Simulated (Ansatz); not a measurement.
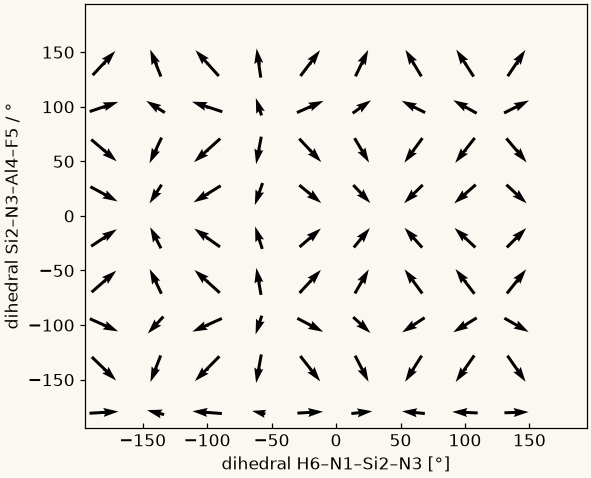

AlFH₆N₂Si, SMILES N[SiH2][NH][AlH][F]. The first coordinate is: dihedral H6–N1–Si2–N3; the second: dihedral Si2–N3–Al4–F5. Nothing is relaxed (all other coordinates rigid). The scan uses a 9 × 9 grid. Points are written as (first, second). The calculation used RKS r2SCAN-D4/def2-SVP in Ansatz.

In the figure: dots at the grid points, arrows along the force (downhill), their lengths compressed.

**The arrows alone are given. Where are the wells?**

The arrows converge at about (−150°, −180°); about (−150°, 5°) (0.036 eV up); about (40°, −180°) (0.061 eV up); about (40°, 0°) (0.106 eV up) (read from the interpolated surface).

The energy map of the same scan:

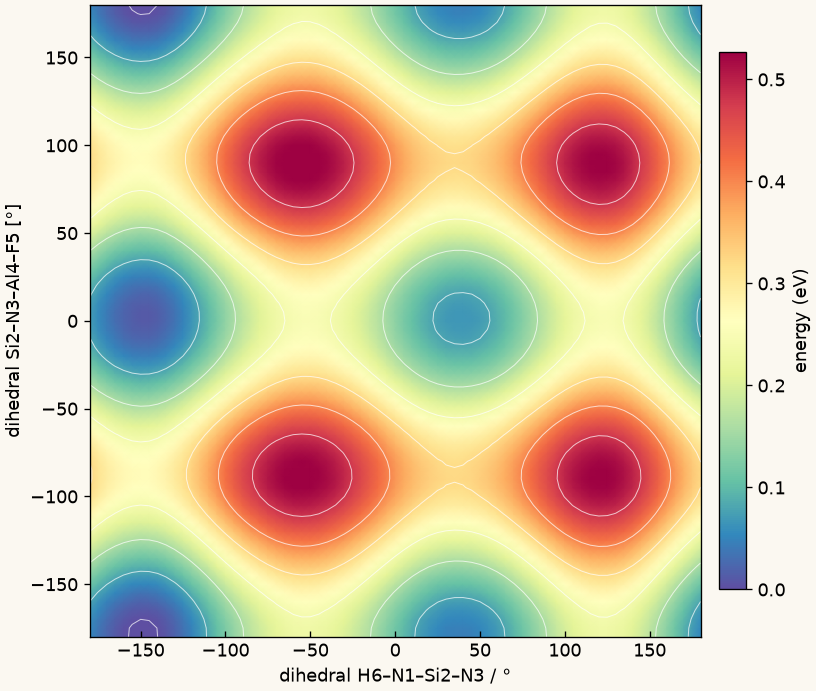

Energies are in eV, from the lowest grid point; between grid points the surface is interpolated.
